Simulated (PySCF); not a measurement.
Molecule: Si(H)(Me)2(OH), C2H8OSi, SMILES C[SiH](O)C. Atoms near the plane z = 0.0 Å, at the PBE0/def2-SVP optimised geometry (x, y, z in Å): Si1 (-0.2, -0.8, 0.0), C3 (-0.8, 0.9, 0.0), O4 (1.5, -0.8, 0.0), H9 (-0.4, 1.5, 0.8), H10 (-0.6, 1.5, -0.9), H11 (-1.9, 0.9, 0.1), H12 (1.9, -0.4, -0.8).

Calculation: PBE0/def2-TZVP (PySCF). Cells within 0.4 Å of a nucleus heavier than hydrogen are left out (blank, or x). The values are rescaled to run from 0 to 1.

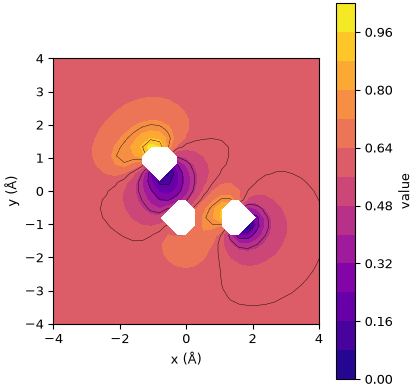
Figure. a field on the plane z = 0.0 Å.

Problem. Which quantity is mapped?
A. log10 of the electron density
B. electrostatic potential
C. electron localisation function
D. an orbital amplitude

Solution. D, an orbital amplitude. In full: HOMO−1 amplitude (bohr^(-3/2)).
